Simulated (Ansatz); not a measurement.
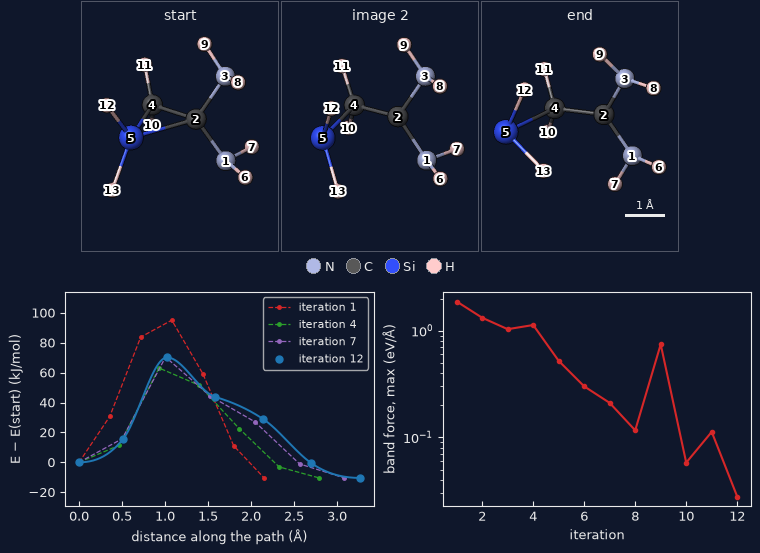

A search for the minimum-energy path of C₂H₈N₂Si by the nudged elastic band. Images are numbered from 0 (start) to 6 (end). The plot follows the band through its iterations. The picture is a ball-and-stick view, seen at a tilt.

Computed with RKS BHLYP-D4/6-31G* (Ansatz 0.2.0).

Input file:
```yaml
crystal:
  periodic: [false, false, false]
  atoms:
    - { symbol: "N", position_ang: [-1.107974, 1.141056, -0.436272] }
    - { symbol: C, position_ang: [-0.326087, 0.027003, 0.013829] }
    - { symbol: "N", position_ang: [-1.095932, -1.102563, 0.48323] }
    - { symbol: C, position_ang: [0.795002, -0.330211, -0.965368] }
    - { symbol: Si, position_ang: [1.401705, 0.476658, 0.598905] }
    - { symbol: H, position_ang: [-1.597903, 1.566241, 0.334962] }
    - { symbol: H, position_ang: [-1.809343, 0.805381, -1.084877] }
    - { symbol: H, position_ang: [-1.406838, -0.963415, 1.432359] }
    - { symbol: H, position_ang: [-0.558241, -1.954107, 0.467773] }
    - { symbol: H, position_ang: [0.786248, 0.234338, -1.885422] }
    - { symbol: H, position_ang: [0.980532, -1.385413, -1.116658] }
    - { symbol: H, position_ang: [2.049417, -0.403925, 1.584708] }
    - { symbol: H, position_ang: [1.909714, 1.854256, 0.587633] }
basis:
  gaussian: { orbitals: "6-31G*" }
hamiltonian:
  xc: { name: BHLYP }
  dispersion: d4
neb:
  order_check: false
  images: 5
  f_tol: 0.05
  max_iterations: 60
  initial_path: idpp
  final_atoms:
    - { symbol: "N", position_ang: [-1.35886186, 0.86670938, -0.47429041] }
    - { symbol: C, position_ang: [-0.52562173, -0.16022469, -0.23994821] }
    - { symbol: "N", position_ang: [-0.89652601, -1.0581515, 0.68946214] }
    - { symbol: C, position_ang: [0.6721479, -0.31764853, -0.98359302] }
    - { symbol: Si, position_ang: [2.13965482, 0.4699838, 0.2559452] }
    - { symbol: H, position_ang: [-1.96101616, 1.19064342, 0.25853973] }
    - { symbol: H, position_ang: [-1.02265381, 1.58767456, -1.08211528] }
    - { symbol: H, position_ang: [-1.56291108, -0.78408604, 1.38616651] }
    - { symbol: H, position_ang: [-0.15250736, -1.63018121, 1.04389263] }
    - { symbol: H, position_ang: [0.6763028, 0.23417618, -1.91374108] }
    - { symbol: H, position_ang: [0.96057646, -1.34877231, -1.13452478] }
    - { symbol: H, position_ang: [1.85671277, -0.58121328, 1.33131766] }
    - { symbol: H, position_ang: [1.19500326, 1.49638922, 0.87769091] }
```

Run as
```bash
ansatz run input.yaml --threads 2 --pin off --max-ram 3072MiB --backend cpu --events-out ev --progress --plain --runs-dir out
```

Q: Judge this run.

A: The result is final at these settings. The band converged in 12 iterations. The largest component of the band force went from 1.9 to 0.028 eV/Å. The climbing image converged on the top of the path. Its vibrational analysis gives one imaginary mode (500i cm⁻¹), as a transition state must have. The first iteration put the highest image at 95.1 kJ/mol. The energy climbs by 70.1 kJ/mol to image 2 and then falls by 80.6 kJ/mol, so the end point sits at −10.4 kJ/mol.

The run took 2.6 min on 2 threads of Arm Neoverse V2, on a shared host, peak memory 0.21 GiB.
